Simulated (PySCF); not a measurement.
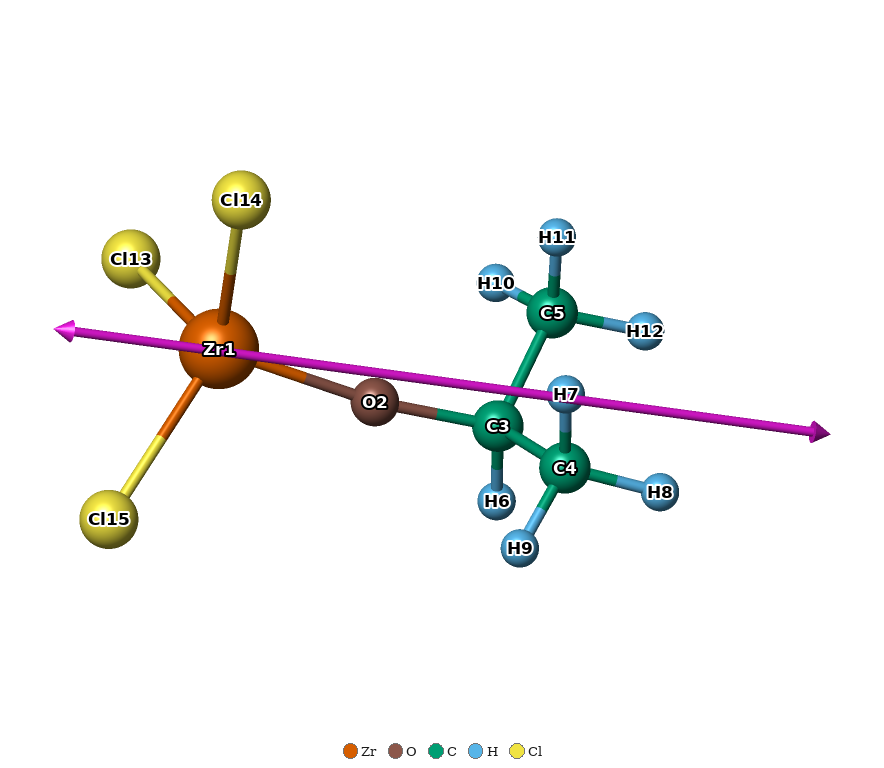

The double arrow shows the direction of the transition dipole to excited singlet state 4 (its length means nothing). Charge 0, singlet. Computed geometry: PBE0-D3(BJ)/def2-SVP optimisation. No frequency run is at hand to confirm it as a minimum. Method: TDDFT CAM-B3LYP/def2-SVPD, vertical, gas phase, core orbitals frozen in the response, core potentials on Zr (PySCF 2.14.0).

Question: How is the transition polarised?

Answer: Nearly parallel to the O2–C3 bond.

Question: Give its energy, strength and character.

Answer: 6.33 eV (196 nm), oscillator strength 0.021, of mixed character, with the largest part HOMO−1 → LUMO (weight 0.27); transition dipole 0.93 D.
